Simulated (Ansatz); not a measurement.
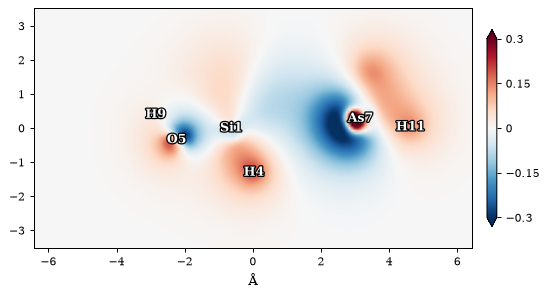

H4OSSi···AsH3. The HOMO−1 on the plane of atoms Si1, O5 and H9 (values in Å⁻³ᐟ²; the overall sign is arbitrary).

The reactant side of a reaction path; geometry: PBE0-D4/def2-TZVP.

The calculation used Ansatz 0.2.0, RKS PBE0-D4/def2-TZVPP.

Input file:

```
crystal:
  periodic: [false, false, false]
  atoms:
    - {symbol: Si, position_ang: [0.133192, -0.095336, -1.463252]}
    - {symbol: S, position_ang: [0.827824, -1.540372, -0.046843]}
    - {symbol: H, position_ang: [-1.339043, -0.267209, -1.423838]}
    - {symbol: H, position_ang: [0.553834, 1.271770, -1.096210]}
    - {symbol: O, position_ang: [0.755907, -0.328052, -2.965423]}
    - {symbol: H, position_ang: [0.341785, 1.026692, 2.604809]}
    - {symbol: As, position_ang: [-1.050186, 0.927828, 2.003553]}
    - {symbol: H, position_ang: [2.109214, -1.138457, -0.103412]}
    - {symbol: H, position_ang: [0.668909, -1.203162, -3.347565]}
    - {symbol: H, position_ang: [-1.330831, -0.391608, 2.702519]}
    - {symbol: H, position_ang: [-1.670704, 1.737805, 3.135761]}
basis:
  gaussian: {orbitals: def2-TZVPP}
hamiltonian: {xc: pbe0, dispersion: d4}
output: {orbitals: {seedname: orbitals}}
```

Launched as:

```sh
ansatz run in.yaml --threads 8 --pin off --events-out ev --progress --plain --max-ram 19148MiB
```

### Describe this orbital and give its energy.

By Hirshfeld shares it lies mainly on As7 (about 40 %), S2 (about 35 %) and Si1 (about 5 %). Its energy is −7.90 eV.
